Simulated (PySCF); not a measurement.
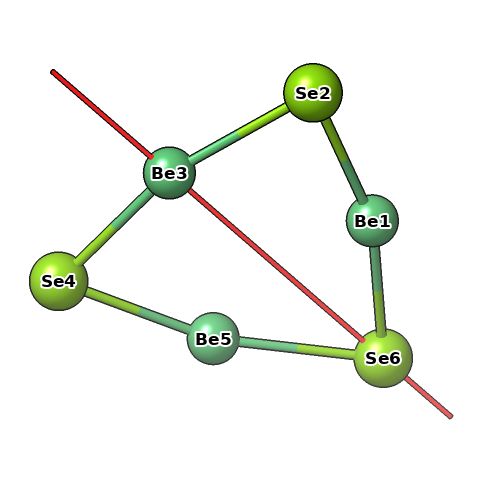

A line through the centre of mass is drawn in. Depth is shown by fading: the farther an atom, the more it takes the colour of the background. Computed geometry: PBE0-D3(BJ)/def2-SVP optimisation. No frequency run is at hand to confirm it as a minimum.

### Is the line a proper rotation axis of the structure, and of what order?

Yes, a C2 axis. A turn by 180° leaves Be3, Se6 in place and moves Be1 ↔ Be5; Se2 ↔ Se4. The point group is D3h.
